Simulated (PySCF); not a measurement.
**Run report: GeHOF, geometry relaxation (part 2 of 2)**

GeHOF, SMILES [OH][Ge][F]; B3LYP/cc-pVDZ, RKS (PySCF 2.14.0). The geometry comes from this level: PBE0-D4/def2-TZVP.

Geometry of the input (Å):
```
O  -0.8197  0.5392  -0.3811
Ge -0.3899  -0.6930  0.8158
F  1.3369  -0.7588  0.4478
H  -0.0718  0.8524  -0.9027
```

Log, continued
```
Geometry optimization cycle 10
Cartesian coordinates (Angstrom)
 Atom        New coordinates             dX        dY        dZ
   O  -0.837732   0.545555  -0.386682   -0.000022  0.000009 -0.000001
  Ge  -0.393874  -0.704472   0.828951    0.000010  0.000002 -0.000008
   F   1.354268  -0.760283   0.447479    0.000034 -0.000035  0.000029
   H  -0.068264   0.847978  -0.901554   -0.000023  0.000023 -0.000019
converged SCF energy = -2252.75480263175
--------------- DFRKS_Scanner gradients ---------------
         x                y                z
0 O     0.0000417092     0.0000095215    -0.0000114597
1 Ge     0.0000090681     0.0000091650    -0.0000098401
2 F    -0.0000336893     0.0000064715    -0.0000074727
3 H    -0.0000164393    -0.0000000429     0.0000092009
----------------------------------------------
cycle 10: E = -2252.75480263  dE = -4.39195e-09  norm(grad) = 6.17438e-05
Step    9 : Displace = 3.653e-05/5.760e-05 (rms/max) Trust = 3.446e-05 (+) Grad = 2.846e-05/3.658e-05 (rms/max) E (change) = -2252.7548026318 (-4.392e-09) Quality = 0.936
Hessian Eigenvalues: 2.02690e-02 2.67093e-02 4.93557e-02 ... 2.79060e-01 2.92763e-01 5.13141e-01

Geometry optimization cycle 11
Cartesian coordinates (Angstrom)
 Atom        New coordinates             dX        dY        dZ
   O  -0.837759   0.545567  -0.386683   -0.000026  0.000013 -0.000001
  Ge  -0.393859  -0.704471   0.828938    0.000015  0.000002 -0.000012
   F   1.354313  -0.760329   0.447517    0.000045 -0.000046  0.000037
   H  -0.068298   0.848009  -0.901578   -0.000034  0.000031 -0.000024
converged SCF energy = -2252.75480263566
--------------- DFRKS_Scanner gradients ---------------
         x                y                z
0 O     0.0000271352     0.0000095231    -0.0000075031
1 Ge     0.0000031594     0.0000095069    -0.0000088733
2 F    -0.0000223578     0.0000032607    -0.0000068251
3 H    -0.0000073009     0.0000028113     0.0000036440
----------------------------------------------
cycle 11: E = -2252.75480264  dE = -3.90264e-09  norm(grad) = 4.11579e-05
Step   10 : Displace = 4.831e-05/7.609e-05 (rms/max) Trust = 4.873e-05 (+) Grad = 1.726e-05/2.213e-05 (rms/max) E (change) = -2252.7548026357 (-3.903e-09) Quality = 0.910
Hessian Eigenvalues: 2.02775e-02 2.67088e-02 4.93871e-02 ... 2.75806e-01 2.98378e-01 5.09563e-01

Geometry optimization cycle 12
Cartesian coordinates (Angstrom)
 Atom        New coordinates             dX        dY        dZ
   O  -0.837791   0.545585  -0.386676   -0.000033  0.000017  0.000007
  Ge  -0.393831  -0.704476   0.828918    0.000028 -0.000006 -0.000020
   F   1.354377  -0.760391   0.447567    0.000064 -0.000062  0.000051
   H  -0.068358   0.848057  -0.901614   -0.000060  0.000048 -0.000036
converged SCF energy = -2252.75480263832
--------------- DFRKS_Scanner gradients ---------------
         x                y                z
0 O     0.0000108924     0.0000116784    -0.0000048931
1 Ge    -0.0000027631     0.0000085861    -0.0000069137
2 F    -0.0000091963    -0.0000007906    -0.0000055306
3 H     0.0000016833     0.0000056104    -0.0000021994
----------------------------------------------
cycle 12: E = -2252.75480264  dE = -2.658e-09  norm(grad) = 2.37289e-05
Step   11 : Displace = 7.006e-05/1.082e-04 (rms/max) Trust = 6.891e-05 (+) Grad = 5.747e-06/8.367e-06 (rms/max) E (change) = -2252.7548026383 (-2.658e-09) Quality = 0.801
Hessian Eigenvalues: 2.02620e-02 2.67171e-02 4.94077e-02 ... 2.84143e-01 2.96429e-01 5.20768e-01

Geometry optimization cycle 13
Cartesian coordinates (Angstrom)
 Atom        New coordinates             dX        dY        dZ
   O  -0.837826   0.545576  -0.386578   -0.000035 -0.000009  0.000098
  Ge  -0.393755  -0.704566   0.828891    0.000077 -0.000090 -0.000027
   F   1.354484  -0.760437   0.447619    0.000107 -0.000045  0.000052
   H  -0.068512   0.848101  -0.901661   -0.000154  0.000044 -0.000047
converged SCF energy = -2252.75480263764
--------------- DFRKS_Scanner gradients ---------------
         x                y                z
0 O     0.0000089529     0.0000140331    -0.0000017571
1 Ge    -0.0000078037     0.0000094723    -0.0000096729
2 F    -0.0000004295    -0.0000033416    -0.0000030735
3 H    -0.0000001493     0.0000049181    -0.0000050214
----------------------------------------------
cycle 13: E = -2252.75480264  dE = 6.78938e-10  norm(grad) = 2.4384e-05
Step   12 : Displace = 1.017e-04/1.352e-04 (rms/max) Trust = 9.745e-05 (+) Grad = 2.345e-06/3.289e-06 (rms/max) E (change) = -2252.7548026376 (+6.789e-10) Quality = -0.377
Hessian Eigenvalues: 1.63756e-02 2.78938e-02 4.04890e-02 ... 2.83063e-01 3.11778e-01 5.20142e-01

Geometry optimization cycle 14
Cartesian coordinates (Angstrom)
 Atom        New coordinates             dX        dY        dZ
   O  -0.837875   0.545532  -0.386500   -0.000050 -0.000044  0.000078
  Ge  -0.393683  -0.704652   0.828888    0.000071 -0.000086 -0.000003
   F   1.354551  -0.760414   0.447574    0.000067  0.000023 -0.000045
   H  -0.068607   0.848116  -0.901622   -0.000095  0.000015  0.000039
converged SCF energy = -2252.75480263723
--------------- DFRKS_Scanner gradients ---------------
         x                y                z
0 O     0.0000053396     0.0000150330    -0.0000007711
1 Ge    -0.0000075094     0.0000083613    -0.0000093239
2 F     0.0000006221    -0.0000037943    -0.0000024017
3 H     0.0000020550     0.0000055328    -0.0000070508
----------------------------------------------
cycle 14: E = -2252.75480264  dE = 4.09273e-10  norm(grad) = 2.39465e-05
```

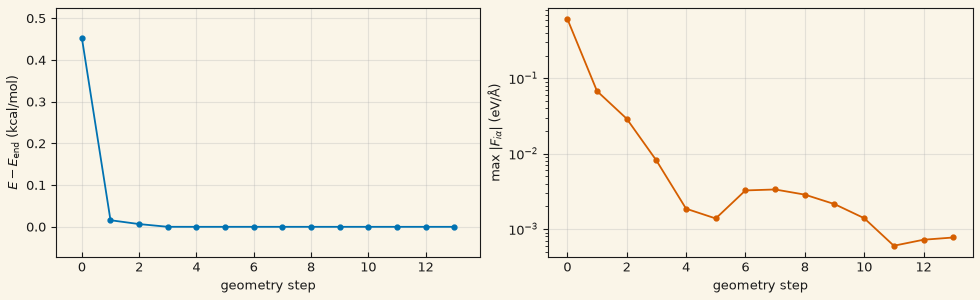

*Progress of the relaxation, step by step (steps are counted from 0).*

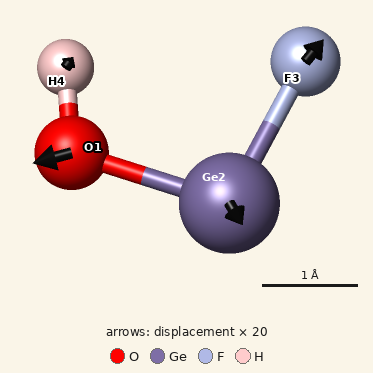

*The starting structure with the displacements as black arrows, magnified 20 times (ball-and-stick view, seen at a tilt). The two geometries are laid on each other by the best rigid fit.*

The atom that moves furthest after the best rigid fit is O1 (0.021 Å). By element the largest moves are O 0.021 Å, F 0.016 Å, Ge 0.014 Å, H 0.007 Å. Among the contacts that change: O1–Ge2 1.771 → 1.799 Å, Ge2–F3 1.767 → 1.790 Å, O1–H4 0.964 → 0.974 Å. After 13 geometry steps the energy has fallen by 0.45 kcal/mol. The largest force component goes from 0.61 to 0.00077 eV/Å. (Atoms are counted from 1 in the order of the input.)

```
Step   13 : Displace = 1.778e-05/2.286e-05 (rms/max) Trust = 4.873e-05 (-) Grad = 2.586e-06/3.095e-06 (rms/max) E (change) = -2252.7548026372 (+4.093e-10) Quality = -0.874
Hessian Eigenvalues: 1.63756e-02 2.78938e-02 4.04890e-02 ... 2.83063e-01 3.11778e-01 5.20142e-01
Converged! =D

converged: True
O          -0.83787545        0.54553184       -0.38649963
Ge         -0.39368329       -0.70465187        0.82888842
F           1.35455107       -0.76041384        0.44757398
H          -0.06860688        0.84811626       -0.90162154
converged SCF energy = -2252.75480263719
E = -2252.7548026372 Eh
```

Trajectory as extended XYZ (Å, eV, eV/Å), 14 frames, from step=0 to step=13
```
4
Properties=species:S:1:pos:R:3:forces:R:3 step=0 energy=-61300.56139
O    -0.8197    0.5392   -0.3811   -0.5563   0.3514  -0.2323
Ge   -0.3899   -0.6930    0.8158   -0.4263  -0.4779   0.6147
F     1.3369   -0.7588    0.4478    0.6142  -0.0313  -0.1221
H    -0.0718    0.8524   -0.9027    0.3681   0.1568  -0.2595
4
Properties=species:S:1:pos:R:3:forces:R:3 step=1 energy=-61300.58037
O    -0.8309    0.5479   -0.3879   -0.0677   0.0307  -0.0158
Ge   -0.3930   -0.7024    0.8266    0.0063  -0.0121   0.0111
F     1.3561   -0.7716    0.4567    0.0181   0.0020  -0.0062
H    -0.0769    0.8651   -0.9150    0.0430  -0.0214   0.0116
4
Properties=species:S:1:pos:R:3:forces:R:3 step=2 energy=-61300.58077
O    -0.8335    0.5486   -0.3883   -0.0291   0.0191  -0.0134
Ge   -0.3936   -0.7020    0.8264    0.0134  -0.0098   0.0069
F     1.3560   -0.7688    0.4540   -0.0042   0.0056  -0.0044
H    -0.0737    0.8604   -0.9111    0.0197  -0.0160   0.0117
4
Properties=species:S:1:pos:R:3:forces:R:3 step=3 energy=-61300.58105
O    -0.8369    0.5489   -0.3885    0.0081  -0.0004  -0.0021
Ge   -0.3951   -0.7022    0.8270    0.0040  -0.0009  -0.0002
F     1.3537   -0.7614    0.4474   -0.0068   0.0023  -0.0002
H    -0.0669    0.8508   -0.9032   -0.0054  -0.0022   0.0035
4
Properties=species:S:1:pos:R:3:forces:R:3 step=4 energy=-61300.58105
O    -0.8369    0.5483   -0.3882    0.0019  -0.0008  -0.0001
Ge   -0.3950   -0.7026    0.8274    0.0006  -0.0002  -0.0001
F     1.3534   -0.7607    0.4470   -0.0009   0.0005   0.0002
H    -0.0667    0.8499   -0.9026   -0.0017  -0.0007   0.0009
4
Properties=species:S:1:pos:R:3:forces:R:3 step=5 energy=-61300.58105
O    -0.8370    0.5476   -0.3878   -0.0014  -0.0008   0.0007
Ge   -0.3947   -0.7031    0.8278   -0.0004  -0.0003   0.0003
F     1.3535   -0.7605    0.4470    0.0013  -0.0002   0.0003
H    -0.0670    0.8493   -0.9023    0.0004   0.0000  -0.0004
4
Properties=species:S:1:pos:R:3:forces:R:3 step=6 energy=-61300.58105
O    -0.8374    0.5464   -0.3872   -0.0033  -0.0007   0.0011
Ge   -0.3943   -0.7039    0.8285   -0.0010  -0.0004   0.0005
F     1.3538   -0.7603    0.4472    0.0026  -0.0006   0.0004
H    -0.0677    0.8485   -0.9018    0.0016   0.0003  -0.0010
4
Properties=species:S:1:pos:R:3:forces:R:3 step=7 energy=-61300.58105
O    -0.8377    0.5455   -0.3867   -0.0034  -0.0006   0.0010
Ge   -0.3939   -0.7045    0.8290   -0.0009  -0.0005   0.0006
F     1.3542   -0.7602    0.4474    0.0025  -0.0005   0.0004
H    -0.0682    0.8479   -0.9015    0.0017   0.0003  -0.0010
4
Properties=species:S:1:pos:R:3:forces:R:3 step=8 energy=-61300.58105
O    -0.8377    0.5455   -0.3867   -0.0029  -0.0005   0.0008
Ge   -0.3939   -0.7045    0.8290   -0.0007  -0.0005   0.0006
F     1.3542   -0.7602    0.4475    0.0022  -0.0005   0.0004
H    -0.0682    0.8480   -0.9015    0.0013   0.0002  -0.0008
4
Properties=species:S:1:pos:R:3:forces:R:3 step=9 energy=-61300.58105
O    -0.8377    0.5456   -0.3867   -0.0021  -0.0005   0.0006
Ge   -0.3939   -0.7045    0.8290   -0.0005  -0.0005   0.0005
F     1.3543   -0.7603    0.4475    0.0017  -0.0003   0.0004
H    -0.0683    0.8480   -0.9016    0.0008   0.0000  -0.0005
4
Properties=species:S:1:pos:R:3:forces:R:3 step=10 energy=-61300.58105
O    -0.8378    0.5456   -0.3867   -0.0014  -0.0005   0.0004
Ge   -0.3939   -0.7045    0.8289   -0.0002  -0.0005   0.0005
F     1.3543   -0.7603    0.4475    0.0011  -0.0002   0.0004
H    -0.0683    0.8480   -0.9016    0.0004  -0.0001  -0.0002
4
Properties=species:S:1:pos:R:3:forces:R:3 step=11 energy=-61300.58105
O    -0.8378    0.5456   -0.3867   -0.0006  -0.0006   0.0003
Ge   -0.3938   -0.7045    0.8289    0.0001  -0.0004   0.0004
F     1.3544   -0.7604    0.4476    0.0005   0.0000   0.0003
H    -0.0684    0.8481   -0.9016   -0.0001  -0.0003   0.0001
4
Properties=species:S:1:pos:R:3:forces:R:3 step=12 energy=-61300.58105
O    -0.8378    0.5456   -0.3866   -0.0005  -0.0007   0.0001
Ge   -0.3938   -0.7046    0.8289    0.0004  -0.0005   0.0005
F     1.3545   -0.7604    0.4476    0.0000   0.0002   0.0002
H    -0.0685    0.8481   -0.9017    0.0000  -0.0003   0.0003
4
Properties=species:S:1:pos:R:3:forces:R:3 step=13 energy=-61300.58105
O    -0.8379    0.5455   -0.3865   -0.0003  -0.0008   0.0000
Ge   -0.3937   -0.7047    0.8289    0.0004  -0.0004   0.0005
F     1.3546   -0.7604    0.4476    0.0000   0.0002   0.0001
H    -0.0686    0.8481   -0.9016   -0.0001  -0.0003   0.0004
```

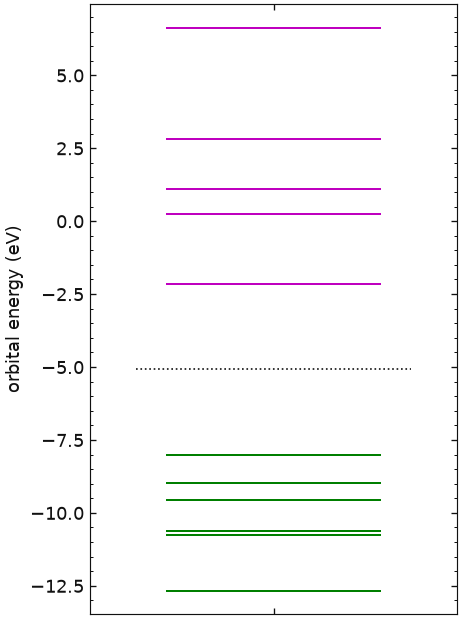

*Orbital energies near the frontier; the dotted line parts filled from empty levels, and levels within 0.02 eV of each other stand side by side.*

Highest filled −8.00 eV, lowest empty −2.15 eV, 5.85 eV apart.

Key numbers

- outcome: converged
- total energy: −2252.754803 hartree
- basis functions: 60
- HOMO: −8.00 eV
- LUMO: −2.15 eV
- dipole moment: 0.58 D
- wall time: 72 s
- peak memory: 0.61 GiB
